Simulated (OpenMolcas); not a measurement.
# CO: geometry relaxation (part 1 of 4)

- system: CO, SMILES [C-]#[O+]
- method: PBE0/def2-SVP, RKS (OpenMolcas 26.06)

The geometry comes from this level: PBE0-D4/def2-TZVP.

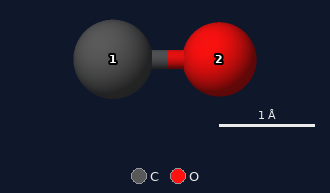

Figure 1. The input geometry (ball-and-stick view, seen on its broad side; atoms are numbered from 1 in the order of the input). Bond lengths as drawn: C–O 1.12 Å.

**The input**
```
* CO Kohn-Sham DFT

&GATEWAY
  BasLib=$CurrDir
  Coord
  2
  angstrom
  C        0.479900      -0.155100       0.247200
  O       -0.479900       0.155100      -0.247200
  Basis=def2-SVP
  Group=NoSym
>>> EXPORT MOLCAS_MAXITER=50
>>> Do While

&SEWARD

&SCF
  KSDFT=PBE0
  PrOrbitals=0

&SLAPAF
>>> EndDo
>>> COPY $Project.Opt.xyz $CurrDir/final.xyz
>>> COPY $Project.slapaf.h5 $CurrDir/final.slapaf.h5

&MCKINLEY
```

Command:
```bash
export MOLCAS_MEM=1860
pymolcas run.input > run.log
```

**Output**
```
--- Start Module: gateway ---

                                              &GATEWAY

                       available to each process: 1.9 GB of memory, 1 thread

 Basis Set     1 Label: C.DEF2-SVP
 Basis set is read from library:.
 basistype.tbl is not found

 Basis Set     2 Label: O.DEF2-SVP
 Basis set is read from library:.
 basistype.tbl is not found

++    Symmetry information:
      ---------------------

                    Character Table for C1

                             E
                    a        1  x, y, xy, Rz, z, xz, Ry, yz, Rx, I
--

++    Basis set information:
      ----------------------

      Basis set label: C.DEF2-SVP.........

      Electronic valence basis set:
      ------------------
      Associated Effective Charge   6.000000 au
      Associated Actual Charge      6.000000 au
      Nuclear Model: Point charge

      Shell  nPrim  nBasis  Cartesian Spherical Contaminant
         s       7       3        X
         p       4       2        X
         d       1       1                 X

      Basis set label: O.DEF2-SVP.........

      Electronic valence basis set:
      ------------------
      Associated Effective Charge   8.000000 au
      Associated Actual Charge      8.000000 au
      Nuclear Model: Point charge

      Shell  nPrim  nBasis  Cartesian Spherical Contaminant
         s       7       3        X
         p       4       2        X
         d       1       1                 X
--

++    Molecular structure info:
      -------------------------

                    ************************************************
                    **** Cartesian Coordinates / bohr, angstrom ****
                    ************************************************

     Center  Label                x              y              z                     x              y              z
        1      C1               0.906880      -0.293097       0.467140              0.479900      -0.155100       0.247200
        2      O2              -0.906880       0.293097      -0.467140             -0.479900       0.155100      -0.247200
--

            Nuclear Potential Energy             22.61178329 au

--- Stop Module: gateway /rc=_RC_ALL_IS_WELL_ ---

>>> EXPORT MOLCAS_MAXITER = 50

--- Start Module: seward ---

                                              &SEWARD

                       available to each process: 1.9 GB of memory, 1 thread

               SEWARD will generate:
                  Multipole Moment integrals up to order  2
                  Kinetic Energy integrals
                  Nuclear Attraction integrals (point charge)
                  One-Electron Hamiltonian integrals
                  Velocity integrals
                  Orbital angular momentum around ( -0.1294   0.0418  -0.0667 )
                  Velocity quadrupole around ( -0.1294   0.0418  -0.0667 )
                  Two-Electron Repulsion integrals

                   Integrals are discarded if absolute value <: 1.00E-14
                   Integral cutoff threshold is set to       <: 1.00E-16

            Nuclear Potential Energy             22.61178329 au

      Basis set specifications :
      Symmetry species         a
      Basis functions           28

--- Stop Module: seward /rc=_RC_ALL_IS_WELL_ ---

--- Start Module: scf ---

                                                &SCF

                       available to each process: 1.9 GB of memory, 1 thread

 ###############################################################################
 ###     Minimized-density-differences option turned off!                    ###
 ###############################################################################
++    Input section:
      --------------

      Header of the integral files:

      Cartesian coordinates in angstrom:
      -----------------------------------------------------
      No.  Label        X            Y            Z
      -----------------------------------------------------
       1   C1         0.47990000  -0.15510000   0.24720000
       2   O2        -0.47990000   0.15510000  -0.24720000
      -----------------------------------------------------
      Nuclear repulsion energy =   22.61178329
--

++    Orbital specifications:
      -----------------------

      Symmetry species               1
                                     a
      Frozen orbitals                0
      Occupied orbitals              7
      Secondary orbitals            21
      Deleted orbitals               0
      Total number of orbitals      28
      Number of basis functions     28
--

      Molecular charge                           0.000

      Numerical integration parameters
      --------------------------------
      Radial quadrature type:                         MHL
      Size of radial grid:                            75
      Lebedev angular grid:                           29
      Angular grid pruned with the crowding factor:  3.00E+00
                                 and fading factor:  6.00E+00
      Screening threshold for integral computation:   1.00E-11
      Radial quadrature accuracy:                     1.00E-25
      Maximum batch size:                             128
      AO values are stored on disk
      The same grid will be used for all iterations.

      DFT functional specifications
      -----------------------------
      Using Libxc version: 6.2.2
      Please cite the following reference:
      S. Lehtola, C. Steigemann, M. J.T. Oliveira, and M. A.L. Marques.,  SoftwareX 7, 1–5 (2018) doi:10.1016/j.softx.2017.11.002

      * PBEH (PBE0)

++    Optimization specifications:
      ----------------------------

      SCF Algorithm: Conventional
      D(i)-D(i-1) density differences are used
      Number of density matrices in core                 5
      Maximum number of NDDO SCF iterations            400
      Maximum number of HF SCF iterations              400
      Threshold for SCF energy change             1.00E-09
      Threshold for density matrix                1.00E-04
      Threshold for Fock matrix                   1.50E-04
      Threshold for linear dependence             1.00E-09
      Threshold at which DIIS is turned on        1.50E-01
      Maximum depth in the DIIS procedure                5
      Maximum depth in the BFGS Hessian update          30
      Threshold at which QNR/C2DIIS is turned on  7.50E-02
      Threshold for Norm(delta) (QNR/C2DIIS)      1.00E-03
      All orbitals punched on: SCFORB
--

      Input vectors read from INPORB
      Orbital file label: *Guess orbitals

++ Convergence information
                                   PBE0       iterations: Energy and convergence statistics

Iter     Tot. PBE0       One-elec.       Two-elec.     Energy      Max Dij or  Max Fij      DNorm      TNorm      AccCon     Time
         Energy          Energy          Energy        Change      Delta Norm                                                in Sec.
   1  -112.882982069  -206.893340244    71.398574887   0.00E+00    2.79E-01*   1.65E-01*    4.63E+00   5.19E+01   None         0.
   2  -113.065168242  -209.820169389    74.143217859  -1.82E-01*   1.10E-01*   5.32E-02*    1.64E+00   5.29E+01   EDIIS        0.
   3  -113.088275840  -208.091026458    72.390967331  -2.31E-02*   7.93E-03*   2.34E-02*    5.94E-01   5.23E+01   c2DIIS       0.
   4  -113.095983575  -208.801894549    73.094127687  -7.71E-03*   6.86E-03*   3.32E-03*    5.60E-02   5.26E+01   QNRc2DIIS    0.
   5  -113.095974426  -208.684613873    72.976856160   9.15E-06*   4.57E-03*   3.63E-03*    3.17E-02   5.25E+01   QNRc2DIIS    0.
   6  -113.096024720  -208.732212106    73.024404099  -5.03E-05*   1.78E-03*   1.03E-03*    1.30E-02   5.25E+01   QNRc2DIIS    0.
   7  -113.096033850  -208.741003724    73.033186586  -9.13E-06*   5.59E-05    4.18E-05     9.08E-03   5.25E+01   QNRc2DIIS    0.
   8  -113.096033862  -208.740417680    73.032600530  -1.20E-08*   7.38E-06    4.08E-06     2.42E-04   5.25E+01   QNRc2DIIS    0.
   9  -113.096033862  -208.740425828    73.032608678  -1.44E-10    1.48E-07    8.08E-08     5.41E-05   5.25E+01   QNRc2DIIS    0.

       Convergence after   9 Iterations
--

 *****************************************************************************************************************************
 *                                             SCF/KS-DFT Program, Final results                                             *
 *                                                       Final Results                                                       *
 *****************************************************************************************************************************

::    Total KS-DFT energy                            -113.0960338623
      One-electron energy                            -208.7404258277
      Two-electron energy                              73.0326086776
      Nuclear repulsion energy                         22.6117832878
      Kinetic energy (interpolated)                   112.4497816577
      Virial theorem                                    1.0057470294
      Total spin, S(S+1)                                0.0000000000
      Total spin, S                                     0.0000000000
      Max non-diagonal density matrix element           0.0000001345
      Max non-diagonal Fock matrix element              0.0000000072

      No orbitals printed

++    Molecular charges:
      ------------------

      Mulliken charges per centre
      ---------------------------

                C1      O2
      Total    5.9718  8.0282

      N-E      0.0282 -0.0282

      Total electronic charge=   14.000000

      Total            charge=   -0.000000
--

++    Molecular properties:
      ---------------------

      Charge (e):
                      =   -0.0000
      Dipole Moment (debye):
      Origin of the operator (angstrom)=   -0.0685    0.0221   -0.0353
                   X= -1.9157E-01               Y=  6.1913E-02               Z= -9.8677E-02           Total=  2.2421E-01
      Quadrupole Moment (debye*angstrom):
      Origin of the operator (angstrom)=   -0.0685    0.0221   -0.0353
                  XX= -1.1678E+01              XY=  5.2977E-01              XZ= -8.4436E-01              YY= -1.0210E+01
                  YZ=  2.7289E-01              ZZ= -1.0474E+01
      In traceless form (debye*angstrom)
                  XX= -1.3361E+00              XY=  7.9466E-01              XZ= -1.2665E+00              YY=  8.6584E-01
                  YZ=  4.0934E-01              ZZ=  4.7027E-01
--

--- Stop Module: scf /rc=_RC_ALL_IS_WELL_ ---
--- Module scf spent 1 second ---

--- Start Module: slapaf ---

                                              &SLAPAF

                       available to each process: 1.9 GB of memory, 1 thread

--- Stop Module: slapaf /rc=_RC_INVOKED_OTHER_MODULE_ ---

--- Start Module: alaska ---

                                              &ALASKA

                       available to each process: 1.9 GB of memory, 1 thread

                     Threshold for contributions to the gradient: 1.000E-07

                    ********************************************
                    * Symmetry Adapted Cartesian Displacements *
                    ********************************************

           Irreducible representation : a
           Basis function(s) of irrep: x, y, xy, Rz, z, xz, Ry, yz, Rx, I

 Basis Label        Type   Center Phase
   1   C1           x         1     1
   2   C1           y         1     1
   3   C1           z         1     1
   4   O2           x         2     1
   5   O2           y         2     1
   6   O2           z         2     1

                     No automatic utilization of translational and rotational invariance of the energy is employed.

 Rotational correction to the DFT gradient is turned off due to close-to-degeneracy problems!

 DFT contribution computed for a moving grid.

 Conventional ERI gradients!

 **************************************************
 *              Molecular gradients               *
 **************************************************

  Irreducible representation: a
 ------------------------------------------------------------------------------------------
                              X                       Y                       Z
 ------------------------------------------------------------------------------------------
  C1               -1.04312532132607E-02    3.37130104892402E-03   -5.37321482477715E-03
  O2                1.04312532132713E-02   -3.37130104892314E-03    5.37321482477360E-03
 ------------------------------------------------------------------------------------------

--- Stop Module: alaska /rc=_RC_ALL_IS_WELL_ ---

--- Start Module: slapaf ---

                                              &SLAPAF

                       available to each process: 1.9 GB of memory, 1 thread

++       Slapaf input parameters:
         ------------------------

 Maximum number of iterations:                50
 Convergence test a la Schlegel.
 Convergence criterion on gradient/para.<=: 3.0E-04
 Convergence criterion on step/parameter<=: 3.0E-04
 Convergence criterion on energy change <=: 0.0E+00
 Parameters for step-restricted optimization
 Maximum step length (initial seed):       3.00E-01

 -RFO activated with parameters:
   Maximum number of data points used in RFO:      5
 Line search is performed

 -Optimization for minimum.
  Optimization method: RS-RFO.

 -Initial Hessian guessed by Hessian Model Function (HMF).
  HMF augmented with weak interactions.

 -Hessian update method: Broyden-Fletcher-Goldfarb-Shanno
  Maximum number of points in Hessian update:  5

 -Relaxation will be done on non-redundant internal coordinates, based on
  force constant weighted redundant internal coordinates.

--

 ******************************************
 * Statistics of the internal coordinates *
 ******************************************
 Translations and Rotations:         0
 Bonds                     :         1
 Angles                    :         0
 Torsions                  :         0
 Out-of-plane angles       :         0

**********************************************************************************************************************
*                                    Energy Statistics for Geometry Optimization                                     *
**********************************************************************************************************************
                       Energy     Grad      Grad              Step                 Estimated   Geom       Hessian
Iter      Energy       Change     Norm      Max    Element    Max     Element     Final Energy Update Update   Index
  1   -113.09603386  0.00000000 0.017265  0.012209 nrc001   0.009544  nrc001     -113.09609212 RS-RFO  None      0
```
